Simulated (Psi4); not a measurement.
# Frequency calculation, with input and output: SiH2Br2 (part 1 of 3)

- system: SiH2Br2
- method: HF-3c/MINIX, RHF (Psi4 1.11)

The geometry was optimised with HF-3c/MINIX.

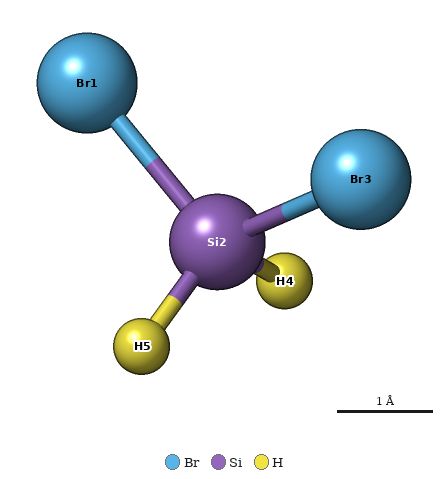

**Figure 1.** The structure as given in the input (ball-and-stick view, seen at a tilt; atoms are numbered from 1 in the order of the input).

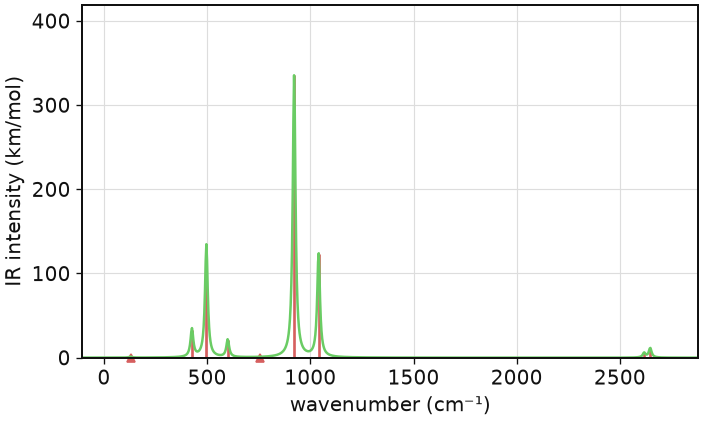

**Figure 2.** Harmonic infrared spectrum, unscaled: sticks (degenerate modes added up, dark ones marked on the axis) with a Lorentzian envelope of 16 cm⁻¹ full width, scaled to the tallest stick. 9 modes from 129 to 2647 cm⁻¹, none imaginary. The strongest line is at 921 cm⁻¹ (335 km/mol). All modes, in cm⁻¹ (km/mol): 129 (1.1), 426 (33), 496 (134), 600 (21), 756 (0.0), 921 (335), 1040 (124), 2617 (5.5), 2647 (11.4).

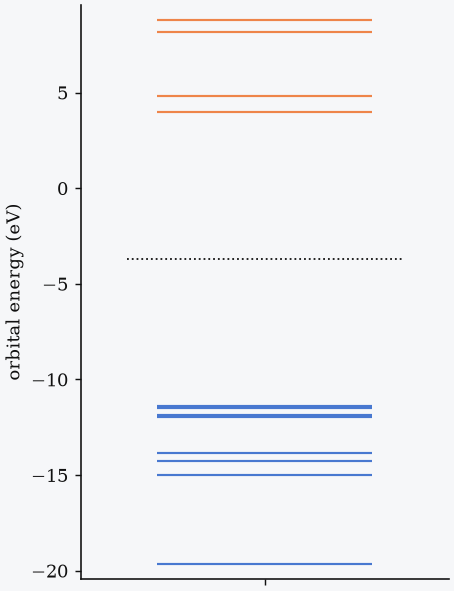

**Figure 3.** Orbital energies near the frontier; the dotted line parts filled from empty levels, and levels within 0.02 eV of each other stand side by side. Highest filled −11.41 eV, lowest empty 3.98 eV, 15.39 eV apart.

The input that produced these results follows, with the program's output.

The input (job.dat)
```
memory 1600 mb

molecule system {
  0 1
  Br    -1.656175    -1.243681     0.352468
  Si     0.189328    -0.045691     0.070344
  Br    -0.273529     1.832487    -1.015343
  H      1.142940    -0.837055    -0.745915
  H      0.729693     0.305501     1.407129
  symmetry c1
}

set t 298.15
set rotational_symmetry_number 2
set scf_type pk

frequencies("hf-3c")
print_variables()
```

Launch command:
```bash
psi4 -n 1 job.dat job.out
```

Output
```
Psi4 1.11 release

gradient() will perform analytic gradient computation.

   => Loading Basis Set <=

    Name: MINIX
    Role: ORBITAL
    Keyword: BASIS

   => HF3C: Empirical Dispersion <=

        s6 =       1.000000
        s8 =       0.877700
        a1 =       0.417100
        a2 =       2.914900

         ---------------------------------------------------------
                                   SCF
                              RHF Reference
                        1 Threads,   1525 MiB Core
         ---------------------------------------------------------

  ==> Geometry <==

    Molecular point group: c1
    Full point group: C1

    Geometry (in Angstrom), charge = 0, multiplicity = 1:

       Center              X                  Y                   Z               Mass
    ------------   -----------------  -----------------  -----------------  -----------------
         BR          -0.883638622467    -1.481415980487     0.616956068923    78.918337600000
         SI           0.961864377533    -0.283425980487     0.334832068923    27.976926534650
         BR           0.499007377533     1.594752019513    -0.750854931077    78.918337600000
         H            1.915476377533    -1.074789980487    -0.481426931077     1.007825032230
         H            1.502229377533     0.067766019513     1.671617068923     1.007825032230

  Running in c1 symmetry.

  Rotational constants: A =      0.34751  B =      0.03206  C =      0.02967 [cm^-1]
  Rotational constants: A =  10417.95261  B =    961.28394  C =    889.62006 [MHz]
  Nuclear repulsion =  446.518941533354734

  Charge       = 0
  Multiplicity = 1
  Electrons    = 86
  Nalpha       = 43
  Nbeta        = 43

  ==> Algorithm <==

  SCF Algorithm Type is PK.
  DIIS enabled.
  MOM disabled.
  Fractional occupation disabled.
  Guess Type is SAD.
  Energy threshold   = 1.00e-08
  Density threshold  = 1.00e-08
  Integral threshold = 1.00e-12

  ==> Primary Basis <==

  Basis Set: MINIX
    Blend: MINIX
    Number of shells: 32
    Number of basis functions: 80
    Number of Cartesian functions: 87
    Spherical Harmonics?: true
    Max angular momentum: 2

  ==> Integral Setup <==

  Using in-core PK algorithm.
   Calculation information:
      Number of atoms:                   5
      Number of AO shells:              32
      Number of primitives:             82
      Number of atomic orbitals:        87
      Number of basis functions:        80

      Integral cutoff                 1.00e-12
      Number of threads:                 1

  Performing in-core PK
  Using 10500840 doubles for integral storage.
  We computed 101405 shell quartets total.
  Whereas there are 139656 unique shell quartets.

  ==> DiskJK: Disk-Based J/K Matrices <==

    J tasked:                  Yes
    K tasked:                  Yes
    wK tasked:                  No
    Memory [MiB]:             1144
    Schwarz Cutoff:          1E-12

  Minimum eigenvalue in the overlap matrix is 4.2383402075E-02.
  Reciprocal condition number of the overlap matrix is 1.5723170821E-02.
    Using symmetric orthogonalization.

  ==> Pre-Iterations <==

  SCF Guess: Superposition of Atomic Densities via on-the-fly atomic UHF (no occupation information).

   -------------------------
    Irrep   Nso     Nmo
   -------------------------
     A         80      80
   -------------------------
    Total      80      80
   -------------------------

  ==> Iterations <==

                        Total Energy        Delta E     RMS |[F,P]|

   @RHF iter SAD: -5428.64944207913959   -5.42865e+03   0.00000e+00
   @RHF iter   1: -5432.45354440997926   -3.80410e+00   1.90323e-02 DIIS/ADIIS
   @RHF iter   2: -5432.77901713711344   -3.25473e-01   1.03310e-02 DIIS/ADIIS
   @RHF iter   3: -5432.89293246563011   -1.13915e-01   5.12519e-04 DIIS/ADIIS
   @RHF iter   4: -5432.89354967774761   -6.17212e-04   7.70246e-05 DIIS
   @RHF iter   5: -5432.89359091178358   -4.12340e-05   2.58243e-05 DIIS
   @RHF iter   6: -5432.89359696578049   -6.05400e-06   5.96419e-06 DIIS
   @RHF iter   7: -5432.89359732336925   -3.57589e-07   1.10789e-06 DIIS
   @RHF iter   8: -5432.89359733753008   -1.41608e-08   1.68307e-07 DIIS
   @RHF iter   9: -5432.89359733770470   -1.74623e-10   3.50550e-08 DIIS
   @RHF iter  10: -5432.89359733771562   -1.09139e-11   7.62317e-09 DIIS
  Energy and wave function converged.

  ==> Post-Iterations <==

    Orbital Energies [Eh]
    ---------------------

    Doubly Occupied:

       1A   -489.977181     2A   -489.977163     3A    -68.454164
       4A    -65.146745     5A    -65.146735     6A    -58.518302
       7A    -58.518284     8A    -58.517285     9A    -58.517270
      10A    -58.517238    11A    -58.517228    12A     -9.838862
      13A     -9.838851    14A     -7.454094    15A     -7.454084
      16A     -7.447408    17A     -7.447398    18A     -7.447187
      19A     -7.447177    20A     -6.218541    21A     -4.296478
      22A     -4.296140    23A     -4.295134    24A     -3.195846
      25A     -3.195828    26A     -3.193114    27A     -3.193104
      28A     -3.192868    29A     -3.192857    30A     -3.186086
      31A     -3.186085    32A     -3.186076    33A     -3.186074
      34A     -1.041515    35A     -1.012525    36A     -0.722084
      37A     -0.550828    38A     -0.523930    39A     -0.509722
      40A     -0.439885    41A     -0.435063    42A     -0.422988
      43A     -0.419305

    Virtual:

      44A      0.146144    45A      0.177850    46A      0.299546
      47A      0.322838    48A      0.465673    49A      0.485368
      50A      0.493048    51A      0.512901    52A      0.555592
      53A      0.677542    54A      0.718845    55A      0.724175
      56A      0.725445    57A      0.726229    58A      0.737784
      59A      0.770926    60A      0.799431    61A      0.815798
      62A      0.922548    63A      0.925774    64A      0.944845
      65A      0.978824    66A      1.005966    67A      1.010056
      68A      1.061841    69A      1.183644    70A      1.327159
      71A      3.891105    72A      3.891261    73A      3.891890
      74A      3.893626    75A      3.911054    76A      3.927220
      77A      3.940968    78A      3.957770    79A      4.070786
      80A      4.126950

    Final Occupation by Irrep:
              A
    DOCC [    43 ]
    NA   [    43 ]
    NB   [    43 ]

  @RHF Final Energy: -5432.89359733771562

   => Energetics <=

    Nuclear Repulsion Energy =            446.5189415333547345
    One-Electron Energy =               -8456.2725171367856092
    Two-Electron Energy =                2576.8615259220391636
    Total Energy =                      -5432.8935973377147093

Computation Completed

Properties will be evaluated at   0.000000,   0.000000,   0.000000 [a0]

Properties computed using the SCF density matrix

 Multipole Moments:

 ------------------------------------------------------------------------------------
     Multipole            Electronic (a.u.)      Nuclear  (a.u.)        Total (a.u.)
 ------------------------------------------------------------------------------------

 L = 1.  Multiply by 2.5417464519 to convert [e a0] to [Debye]
 Dipole X            :         -5.8399586            6.4661013            0.6261428
 Dipole Y            :          1.7208692           -1.9052716           -0.1844024
 Dipole Z            :         -2.0335311            2.2513799            0.2178487
 Magnitude           :                                                    0.6881258

 ------------------------------------------------------------------------------------

	total time  =          4 seconds =       0.07 minutes

         ------------------------------------------------------------
                                   SCF GRAD
         ------------------------------------------------------------

  ==> Geometry <==

    Molecular point group: c1
    Full point group: C1

    Geometry (in Angstrom), charge = 0, multiplicity = 1:

       Center              X                  Y                   Z               Mass
    ------------   -----------------  -----------------  -----------------  -----------------
         BR          -0.883638622467    -1.481415980487     0.616956068923    78.918337600000
         SI           0.961864377533    -0.283425980487     0.334832068923    27.976926534650
         BR           0.499007377533     1.594752019513    -0.750854931077    78.918337600000
         H            1.915476377533    -1.074789980487    -0.481426931077     1.007825032230
         H            1.502229377533     0.067766019513     1.671617068923     1.007825032230

  Nuclear repulsion =  446.518941533354734

  ==> Basis Set <==

  Basis Set: MINIX
    Blend: MINIX
    Number of shells: 32
    Number of basis functions: 80
    Number of Cartesian functions: 87
    Spherical Harmonics?: true
    Max angular momentum: 2

  ==> DirectJKGrad: Integral-Direct SCF Gradients <==

    Gradient:                    1
    J tasked:                  Yes
    K tasked:                  Yes
    wK tasked:                  No
    Integrals threads:           1
    Schwarz Cutoff:          1E-12

  -Total Gradient:
     Atom            X                  Y                   Z
    ------   -----------------  -----------------  -----------------
       1       -0.000009978601    -0.000005342354     0.000016199611
       2       -0.000006782617    -0.000017906485    -0.000080677262
       3        0.000002570506     0.000006588965    -0.000002108376
       4       -0.000006900773     0.000033487499     0.000051207379
       5        0.000021091420    -0.000016827494     0.000015378596

	total time  =          5 seconds =       0.08 minutes

  Based on options and gradient (rms=2.84E-05), recommend projecting translations and projecting rotations.
hessian() will perform analytic frequency computation.

   => Loading Basis Set <=

    Name: MINIX
    Role: ORBITAL
    Keyword: BASIS

   => HF3C: Empirical Dispersion <=

        s6 =       1.000000
        s8 =       0.877700
        a1 =       0.417100
        a2 =       2.914900

         ---------------------------------------------------------
                                   SCF
                              RHF Reference
                        1 Threads,   1525 MiB Core
         ---------------------------------------------------------

  ==> Geometry <==

    Molecular point group: c1
    Full point group: C1

    Geometry (in Angstrom), charge = 0, multiplicity = 1:

       Center              X                  Y                   Z               Mass
    ------------   -----------------  -----------------  -----------------  -----------------
         BR          -0.883638622467    -1.481415980487     0.616956068923    78.918337600000
         SI           0.961864377533    -0.283425980487     0.334832068923    27.976926534650
         BR           0.499007377533     1.594752019513    -0.750854931077    78.918337600000
         H            1.915476377533    -1.074789980487    -0.481426931077     1.007825032230
         H            1.502229377533     0.067766019513     1.671617068923     1.007825032230

  Running in c1 symmetry.

  Rotational constants: A =      0.34751  B =      0.03206  C =      0.02967 [cm^-1]
  Rotational constants: A =  10417.95261  B =    961.28394  C =    889.62006 [MHz]
  Nuclear repulsion =  446.518941533354734

  Charge       = 0
  Multiplicity = 1
  Electrons    = 86
  Nalpha       = 43
  Nbeta        = 43

  ==> Algorithm <==

  SCF Algorithm Type is PK.
  DIIS enabled.
  MOM disabled.
  Fractional occupation disabled.
  Guess Type is SAD.
  Energy threshold   = 1.00e-08
  Density threshold  = 1.00e-08
  Integral threshold = 1.00e-12

  ==> Primary Basis <==

  Basis Set: MINIX
    Blend: MINIX
    Number of shells: 32
    Number of basis functions: 80
    Number of Cartesian functions: 87
    Spherical Harmonics?: true
    Max angular momentum: 2

  ==> Integral Setup <==

  Using in-core PK algorithm.
   Calculation information:
      Number of atoms:                   5
      Number of AO shells:              32
      Number of primitives:             82
      Number of atomic orbitals:        87
      Number of basis functions:        80

      Integral cutoff                 1.00e-12
      Number of threads:                 1

  Performing in-core PK
  Using 10500840 doubles for integral storage.
  We computed 101405 shell quartets total.
  Whereas there are 139656 unique shell quartets.

  ==> DiskJK: Disk-Based J/K Matrices <==

    J tasked:                  Yes
    K tasked:                  Yes
    wK tasked:                  No
    Memory [MiB]:             1144
    Schwarz Cutoff:          1E-12

  Minimum eigenvalue in the overlap matrix is 4.2383402075E-02.
  Reciprocal condition number of the overlap matrix is 1.5723170821E-02.
    Using symmetric orthogonalization.

  ==> Pre-Iterations <==

  SCF Guess: Superposition of Atomic Densities via on-the-fly atomic UHF (no occupation information).

   -------------------------
    Irrep   Nso     Nmo
   -------------------------
     A         80      80
   -------------------------
    Total      80      80
   -------------------------

  ==> Iterations <==

                        Total Energy        Delta E     RMS |[F,P]|

   @RHF iter SAD: -5428.64944207913959   -5.42865e+03   0.00000e+00
   @RHF iter   1: -5432.45354440997471   -3.80410e+00   1.90323e-02 DIIS/ADIIS
   @RHF iter   2: -5432.77901713711344   -3.25473e-01   1.03310e-02 DIIS/ADIIS
   @RHF iter   3: -5432.89293246562193   -1.13915e-01   5.12519e-04 DIIS/ADIIS
   @RHF iter   4: -5432.89354967774580   -6.17212e-04   7.70246e-05 DIIS
   @RHF iter   5: -5432.89359091178721   -4.12340e-05   2.58243e-05 DIIS
   @RHF iter   6: -5432.89359696577230   -6.05399e-06   5.96419e-06 DIIS
   @RHF iter   7: -5432.89359732336561   -3.57593e-07   1.10789e-06 DIIS
   @RHF iter   8: -5432.89359733753463   -1.41690e-08   1.68307e-07 DIIS
   @RHF iter   9: -5432.89359733770652   -1.71894e-10   3.50550e-08 DIIS
   @RHF iter  10: -5432.89359733771380   -7.27596e-12   7.62317e-09 DIIS
  Energy and wave function converged.

  ==> Post-Iterations <==

    Orbital Energies [Eh]
    ---------------------

    Doubly Occupied:
```
